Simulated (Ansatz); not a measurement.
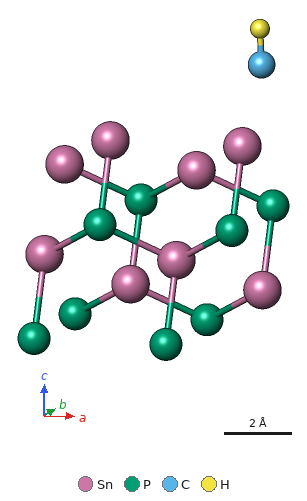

Starting frame of a dynamics run of CH on SnP(100) (18 atoms in the cell). Style: ball-and-stick. Shown: the simulation cell, with the vacuum cut short, slightly off an axis. Bonds to atoms that aren't drawn are left out.

These are results of Ansatz, DFT PBE, scalar-relativistic, plane waves, PAW, not measurements.

Input file:
```yaml
accuracy: low
crystal:
  lattice:
    - [8.264943, 0.0, 0.0]
    - [0.0, 6.876467, 0.0]
    - [0.0, 0.0, 20.964709]
  atoms:
    - { symbol: Sn, position: [0.25, 0.6671839, 0.1046016] }
    - { symbol: Sn, position: [0.0, 0.3328161, 0.161504] }
    - { symbol: P, position: [0.0, 0.8419664, 0.0476992] }
    - { symbol: P, position: [0.0, 0.1580336, 0.0476992] }
    - { symbol: Sn, position: [0.5, 0.6671839, 0.2753087] }
    - { symbol: Sn, position: [0.25, 0.3328161, 0.3322111] }
    - { symbol: P, position: [0.25, 0.8419664, 0.2184063] }
    - { symbol: P, position: [0.25, 0.1580336, 0.2184063] }
    - { symbol: Sn, position: [0.75, 0.6671839, 0.1046016] }
    - { symbol: Sn, position: [0.5, 0.3328161, 0.161504] }
    - { symbol: P, position: [0.5, 0.8419664, 0.0476992] }
    - { symbol: P, position: [0.5, 0.1580336, 0.0476992] }
    - { symbol: Sn, position: [1.0, 0.6671839, 0.2753087] }
    - { symbol: Sn, position: [0.75, 0.3328161, 0.3322111] }
    - { symbol: P, position: [0.75, 0.8419664, 0.2184063] }
    - { symbol: P, position: [0.75, 0.1580336, 0.2184063] }
    - { symbol: C, position: [0.7497914, 0.6533442, 0.434585] }
    - { symbol: H, position: [0.7438168, 0.6522025, 0.4870542] }
basis:
  ecutwfc: 150.0
kpoints:
  mp_grid: { grid: [2, 3, 1] }
hamiltonian:
  xc: pbe
scf:
  occupations: { method: fermi_dirac, width: 0.15 }
  lower_state_search: "off"
  max_iter: 57
md:
  timestep: 0.5
  n_steps: 200
  ensemble: nve
  initial_velocities: zero
  seed: 64059
  initial_site_velocities:
    - { site: 16, velocity: [0.0, 0.0, -0.012175] }
    - { site: 17, velocity: [0.0, 0.0, -0.012175] }
  constraints: [{ sites: [0, 2, 3, 8, 10, 11] }]
```

Launched with:
```bash
ansatz run input.yaml --threads 4 --pin off --max-ram 10240MiB --backend cpu --events-out ev --progress --plain --runs-dir out
```

**Predict how the run goes.**

Over the second half the temperature averages 1829 K (spread ±349 K). It is well above the start because potential energy is released as heat. The potential energy in the second half lies on average 152 meV per atom below the first frame. In the second half of the run the atoms are, in the root-mean-square, this far from where they began (common drift taken out): H 3.32 Å, C 2.60 Å, Sn 0.19 Å, P 0.12 Å. The run lasts only 100 fs, too short to tell vibration from diffusion. Bond changes: one C–P bond forms at about 76 fs. The plane-wave cutoff is below what these potentials need, so energies and forces are off.

Along the run (each row but the first and the last is the mean over the interval that it begins):

| time (fs) | potential energy (meV/atom) | T (K) |
| --- | --- | --- |
| 0.0 | 0.0 | 64 |
| 10.0 | -32.4 | 440 |
| 20.0 | -79.6 | 988 |
| 30.0 | -111.2 | 1354 |
| 40.0 | -94.1 | 1157 |
| 50.0 | -144.1 | 1737 |
| 60.0 | -168.7 | 2022 |
| 70.0 | -186.0 | 2223 |
| 80.0 | -156.6 | 1881 |
| 90.0 | -107.3 | 1310 |
| 100.0 | -102.5 | 1254 |

The paths of the atoms:

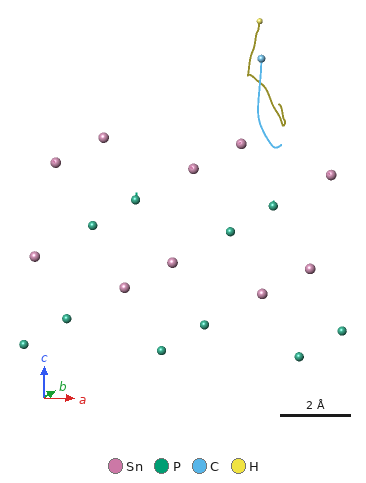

Limits of the set-up: the k-point mesh is coarse for a cell with partly filled bands; the cutoff lies below the recommended one; the program's low-accuracy preset was used; the periodic images lie only 6.9 Å apart, so the values are limited by the cell's size.

Cost: 6.9 min on 4 threads of Arm Neoverse V1, on a shared host, peak memory 0.68 GiB.
